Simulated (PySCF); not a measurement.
**C$_{2}$H$_{6}$Cl$_{4}$Si$_{2}$ (SMILES C[Si](Cl)(Cl)[Si](C)(Cl)Cl): density, localisation and related maps**

```
atom    x (Å)    y (Å)    z (Å)
   C  -2.4890   0.5993  -0.2505
  Si  -1.0400  -0.5164   0.0550
  Cl  -1.0215  -2.0405  -1.3506
  Cl  -1.1761  -1.3696   1.9410
  Si   1.0400   0.5166  -0.0581
   C   2.4888  -0.5996   0.2471
  Cl   1.1762   1.3705  -1.9437
  Cl   1.0218   2.0401   1.3483
   H  -3.4323   0.0363  -0.1896
   H  -2.5007   1.4058   0.4983
   H  -2.4008   1.0457  -1.2530
   H   2.4020  -1.0436   1.2506
   H   2.4986  -1.4076  -0.5001
   H   3.4324  -0.0374   0.1832
```

Geometry: PBE0-D3(BJ)/def2-SVP.

Method: PBE0/pcSseg-1, SCF density, in a chloroform solvent model, non-relativistic in PySCF 2.14.0.

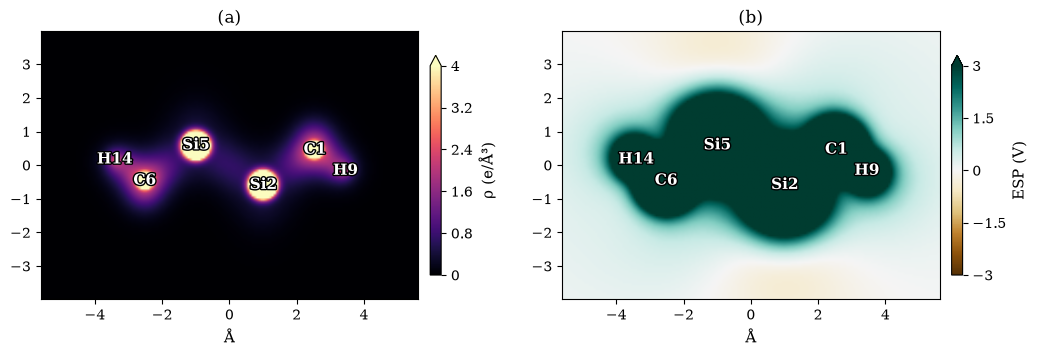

Figure 1. (a) total electron density; (b) electrostatic potential on the plane of atoms Si2, C1 and H9.

**Describe what can be read from this map.**

The plane passes through C, Si and H nuclei.
C–Si (1.85 Å): ρ is about 1 e/Å³ halfway.
Si–Si (2.33 Å): the density is about 0.71 e/Å³ at the midpoint.
C–H (1.10 Å): ρ at the midpoint is about 1.9 e/Å³.
Outside the dense part of the molecule the potential is most negative (−0.4 V) near Cl8, which lies off the plane.

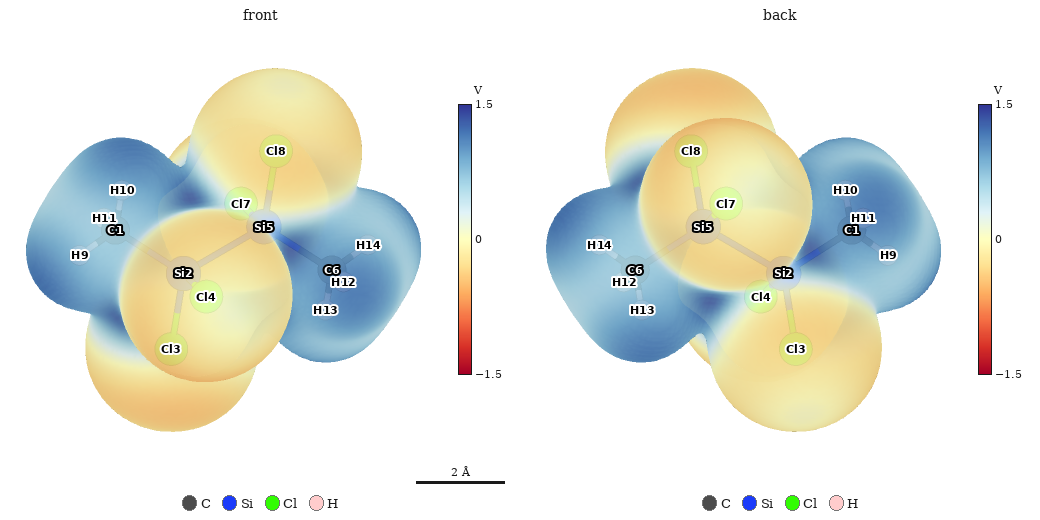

Figure 2. The molecular electrostatic potential painted on the density surface at 0.002 e/bohr³, seen from the front and from behind; the colour scale runs from red (negative) to blue (positive).

**Describe the electrostatic potential map.**

The most negative region (about −0.5 V) lies over Cl3, Cl4, Cl7 and Cl8, the most positive (about +1.3 V) over Si2 and Si5.
